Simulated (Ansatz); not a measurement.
# Ni wire along [100], 24 atoms a period: bands along the axis, part 2 of 2

Wanted: the relaxed geometry and the bands of the Ni wire along [100], 24 atoms a period.

Ansatz 0.2.0; DFT PBE, plane waves, PAW; relaxation of a wire's period; PAW set soft_1 (the session's first sound run).

So far: The structure; The relaxed wire.

### 2. The relaxed wire (continued)

Site moment by atom:

```
atom  site moment (μB)
 Ni1             0.801
 Ni2             0.821
 Ni3             0.690
 Ni4             0.801
 Ni5             0.711
 Ni6             0.690
 Ni7             0.690
 Ni8             0.711
 Ni9             0.801
Ni10             0.690
Ni11             0.821
Ni12             0.801
Ni13             0.801
Ni14             0.690
Ni15             0.821
Ni16             0.690
Ni17             0.711
Ni18             0.801
Ni19             0.801
Ni20             0.711
Ni21             0.690
Ni22             0.821
Ni23             0.690
Ni24             0.801
```

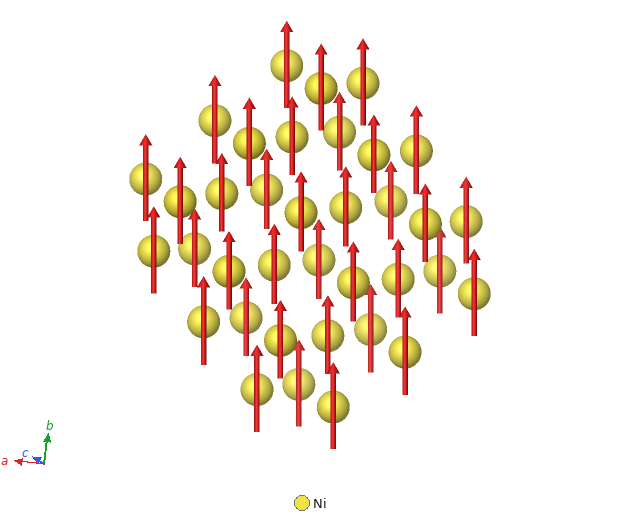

Site moment as arrows, the longest 0.821 μB. Up and down stand for the sign. Arrows give size and sign along the axis of quantisation, drawn up and down the page. Some periodic images of atoms are drawn too.

The cell's length comes to 3.359 Å with an absolute moment of 19.45 μB a cell.

### 3. The wire at its relaxed period

This step: DFT PBE, plane waves, PAW; bands of a perfect wire; PAW set soft_1 (Ansatz 0.2.0).

At the relaxed period the bands are computed along the axis; those that cross an energy going forward count the channels that a perfect wire would open there.

File input.yaml:

```yaml
crystal:
  lattice:
    - [15.6, 0.0, 0.0]
    - [0.0, 15.6, 0.0]
    - [0.0, 0.0, 3.3591739952]
  atoms:
    - { symbol: Ni, position: [0.221454289, 0.445752919, 0.0], spin: 0.8 }
    - { symbol: Ni, position: [0.330756619, 0.330756619, 0.0], spin: 0.82 }
    - { symbol: Ni, position: [0.328792205, 0.55931979, 0.0], spin: 0.69 }
    - { symbol: Ni, position: [0.445752919, 0.221454289, 0.0], spin: 0.8 }
    - { symbol: Ni, position: [0.443178326, 0.443178326, 0.0], spin: 0.71 }
    - { symbol: Ni, position: [0.44068021, 0.671207795, 0.0], spin: 0.69 }
    - { symbol: Ni, position: [0.55931979, 0.328792205, 0.0], spin: 0.69 }
    - { symbol: Ni, position: [0.556821674, 0.556821674, 0.0], spin: 0.71 }
    - { symbol: Ni, position: [0.554247081, 0.778545711, 0.0], spin: 0.8 }
    - { symbol: Ni, position: [0.671207795, 0.44068021, 0.0], spin: 0.69 }
    - { symbol: Ni, position: [0.669243381, 0.669243381, 0.0], spin: 0.82 }
    - { symbol: Ni, position: [0.778545711, 0.554247081, 0.0], spin: 0.8 }
    - { symbol: Ni, position: [0.221454289, 0.554247081, 0.5], spin: 0.8 }
    - { symbol: Ni, position: [0.328792205, 0.44068021, 0.5], spin: 0.69 }
    - { symbol: Ni, position: [0.330756619, 0.669243381, 0.5], spin: 0.82 }
    - { symbol: Ni, position: [0.44068021, 0.328792205, 0.5], spin: 0.69 }
    - { symbol: Ni, position: [0.443178326, 0.556821674, 0.5], spin: 0.71 }
    - { symbol: Ni, position: [0.445752919, 0.778545711, 0.5], spin: 0.8 }
    - { symbol: Ni, position: [0.554247081, 0.221454289, 0.5], spin: 0.8 }
    - { symbol: Ni, position: [0.556821674, 0.443178326, 0.5], spin: 0.71 }
    - { symbol: Ni, position: [0.55931979, 0.671207795, 0.5], spin: 0.69 }
    - { symbol: Ni, position: [0.669243381, 0.330756619, 0.5], spin: 0.82 }
    - { symbol: Ni, position: [0.671207795, 0.55931979, 0.5], spin: 0.69 }
    - { symbol: Ni, position: [0.778545711, 0.445752919, 0.5], spin: 0.8 }
magnetization:
  spin_polarized: true
kpoints:
  mp_grid: { grid: [1, 1, 24] }
  band_path: { path: ["Γ", Z], npoints: 90 }
scf:
  occupations: { method: fermi_dirac, width: 0.05 }
hamiltonian:
  xc: pbe
  pseudopotentials: { kind: paw, azcp: { folder: soft_1 } }
output:
  dos: { e_range: [-5, 4] }
  write_potential: true
  write_density: true
  volumetric_format: npy
```

On the command line:

```console
> ansatz run input.yaml --threads 4 --pin off --max-ram 16384MiB --backend cpu --events-out ev --progress --plain --runs-dir out
```

Numbers of over 12 decimals in the logs are rounded to 6 here.

What it wrote:

```text
[...]
Crystal: 24 atoms, lattice volume = 817.489 Å³
Basis set: ecut = 420 eV, 16075 PW (Γ)
Bands: 271, of which v1, the nominal top of the filled ones, is band 216 counted from 1 (215 counted from 0)
Symmetry: 16 space group operations
[...]
k-points: 13 of 24
[...]
Starting moments: Σ|m| = 18.04 μB on 24 of 24 sites
[...]
SCF iter   1: F=—  HF=-140116.088741 eV  |F-HF|=—  |Δ(HF+E_count)|=         —  Δρ=2.96e-2 (↑2.55e-2 ↓2.96e-2)  dr2=4.78e1  dr2_m=4.14e0  M=20.886 μB ∫|m|=21.641 μB  β_m=0.30  ethr=3.10e-3  ⟨swp⟩=7.9  Hψ=33022  notcnv=0  defer=474
[...]
SCF iter  17: F=-140136.598268 eV  HF=-140136.598268 eV  |F-HF|=1.95e-8  |Δ(HF+E_count)|=   3.41e-9  Δρ=1.41e-6 (↑3.33e-7 ↓1.41e-6)  dr2=2.24e-8  dr2_m=2.76e-9  M=17.513 μB ∫|m|=19.531 μB  ethr=6.55e-12  ⟨swp⟩=12.5  Hψ=34570  notcnv=0
SCF 1 converged in 17 iterations: F = -140136.598268 eV  dr2 = 2.24e-8
[...]
WARN: The output density's exchange-correlation potential varies sharply where the density is thin. Do not read a vacuum level from v_tot or v_xc, or from such a field of the output density. On a cell that repeats whose density bears no net charge and no dipole along the vacuum's axis use v_es (v_loc + v_h of the components); under efield.dipole_correction with no amplitude use v_es + v_field, which holds any externa [...]
NSCF: frozen V_eff on 91 k-points
WARN: pass on a band path, mesh or list of k-points: the 91 k-points are solved 46 at a time at the most, because the 14.40 GiB of host memory that the pass is priced against does not hold them all with the solver's workspace as planned. The pass can take longer, above all where fewer k-points are solved at a time than the run has threads. As a rule a larger memory budget leaves room for more at once. The budget is what a run with no `--max-ram-frac` typed is planned for, 0.8 of the host's memory or its container's limit. More memory there lifts it, and so does a share over 0.88 that is typed (of such a share the budget is ten elevenths): [rest of the remark cut]
SCF converged after 17 iterations
Magnetization: 17.5129 μB (224.7565 up, 207.2435 down)
Absolute magnetization: 19.5534 μB (∫|ρ↑−ρ↓|, with the PAW one-centre terms)
[...]
Per-site moments (μB) at R_I (Å): [(0.805695, 0.978863), (0.826781, 0.990216), (0.694316, 0.978863), (0.805695, 0.978863), (0.714460, 1.007375), (0.694316, 0.978863), (0.694316, 0.978863), (0.714460, 1.007375), (0.805695, 0.978863), (0.694316, 0.978863), (0.826781, 0.990216), (0.805695, 0.978863), (0.805695, 0.978863), (0.694316, 0.978863), (0.826781, 0.990216), (0.694316, 0.978863), (0.714460, 1.007375), (0.805695, 0.978863), (0.805695, 0.978863), (0.714460, 1.007375), (0.694316, 0.978863), (0.826781, 0.990216), (0.694316, 0.978863), (0.805695, 0.978863)]
Free energy (F): -140136.598268 eV
[...]
Internal energy: -140136.145736 eV  (E = F + TS)
E sigma→0 (E₀):  -140136.372002 eV
Entropy (-TS):   -0.452533 eV (-18.856 meV/atom)
Fermi energy:    2.804583 eV
[...]
--- Band table (eV; the first three rows and the last of 26) ---
  k-point 0 ↑: bands = [... 212 lower, 2.1094, 2.1094, 2.1342, 2.1342, 2.1761, 2.2465, 2.2465, 2.2819, ... 51 higher]
  k-point 1 ↑: bands = [... 212 lower, 2.1003, 2.1003, 2.1435, 2.1435, 2.1833, 2.2391, 2.2391, 2.2729, ... 51 higher]
  k-point 2 ↑: bands = [... 212 lower, 2.1001, 2.1035, 2.1506, 2.1506, 2.1824, 2.2208, 2.2208, 2.2309, ... 51 higher]
  k-point 12 ↓: bands = [... 212 lower, 2.8991, 2.8991, 2.9352, 2.9352, 3.0447, 3.0447, 3.0946, 3.0946, ... 51 higher]
```

Elapsed: 11 min, on 4 threads of Intel Xeon Platinum 8259CL at 2.50GHz (Skylake/Cascade Lake), shared host; peak memory 10 GiB.

Numbers from this step:

```yaml
energy_at_zero_smearing: -140136.3720 eV
total_moment: 17.51 μB
absolute_moment: 19.55 μB
band_gap: 0 eV
```

Between Γ and Z the bands cross the Fermi level 32 times, so a perfect wire would conduct at least 16 G₀, with an absolute moment of 19.55 μB a cell.

### 4. Results

```yaml
cell_length_pbe: 3.359 Å
absolute_moment_pbe: 19.6 μB
ballistic_conductance_by_band_crossings_a_lower_bound_pbe: 16 G₀
```

Under PBE the cell's length is 3.36 Å, the absolute moment is 19.55 μB a cell, and the bands cross the Fermi level 32 times between Γ and Z, which gives a perfect wire at least 16 G₀ (opposite crossings within one step of the path cancel in such a count). In the perfect wire the moments were started parallel, and no opposed start was run. No search over magnetic orders was made; another may lie lower.

[Logs are printed without paths, hosts, clocks, repeated set-up lines and the standing remarks that a program may print on its own settings, such as how far it seeks lower states.]

[Hosts, paths, dates, database ids (printed as entryN), source tags and the programs' standing remarks are cut or masked in the printed files.]
